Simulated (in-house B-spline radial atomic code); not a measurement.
## Many-body perturbation calculation for N⁵⁺

- system: N⁵⁺.
- method: configuration interaction of two valence electrons with many-body perturbation theory for the core (screened one- and two-electron correlation potentials), Breit and QED, no-pair Dirac, B-spline basis (in-house B-spline radial atomic code)

**Input file**
```
basis_form = 3
Z = 7
core_configuration = 
rms_radius = 2.5582
mass_number = 14
speed_of_light = 137.035999084
box_radius = 12.857
lmax = 6
intervals = 65
virtual_cutoff = 300.0
```

Launched within a batch (the task file carries these settings):
```bash
python <driver script> task.json out
```

The program writes its results to a structured record and prints no log; tables and figures of this report are taken from that record.

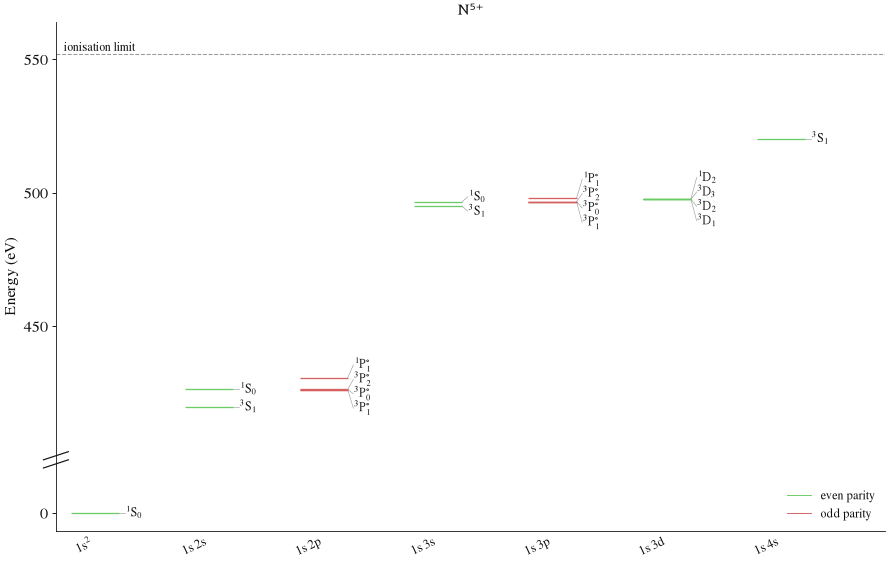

Fig. 1: Levels of N VI (N⁵⁺), two electrons outside the core bare nucleus. CI+MBPT: configuration interaction in the frozen-core Dirac–Hartree–Fock potential with screened core-valence correlation, Breit and QED terms; computed with a B-spline radial code. The lowest level is 1s² ¹S₀. The first excited level, 1s 2s ³S₁, lies at 420 eV. The lowest level of opposite parity, 1s 2p ³P°₁, is at 426 eV. The ionisation energy is 552.0 eV, against 552.1 eV from CI without core-valence correlation and a tabulated theoretical value of 552.1 eV.

| Level | E (eV) |
| --- | --- |
| 1s² ¹S₀ | 0 |
| 1s 2s ³S₁ | 419.7 |
| 1s 2p ³P°₁ | 426.2 |
| 1s 2p ³P°₀ | 426.2 |
| 1s 2p ³P°₂ | 426.3 |
| 1s 2s ¹S₀ | 426.4 |
| 1s 2p ¹P°₁ | 430.6 |
| 1s 3s ³S₁ | 494.8 |
| 1s 3s ¹S₀ | 496.6 |
| 1s 3p ³P°₁ | 496.6 |
| 1s 3p ³P°₀ | 496.6 |
| 1s 3p ³P°₂ | 496.6 |
| 1s 3d ³D₁ | 497.5 |
| 1s 3d ³D₂ | 497.5 |
| 1s 3d ³D₃ | 497.5 |
| 1s 3d ¹D₂ | 497.6 |

**Summary**

```tsv
quantity	value
outcome	converged
hardware	1 CPU thread, shared host
wall time	35 s
```
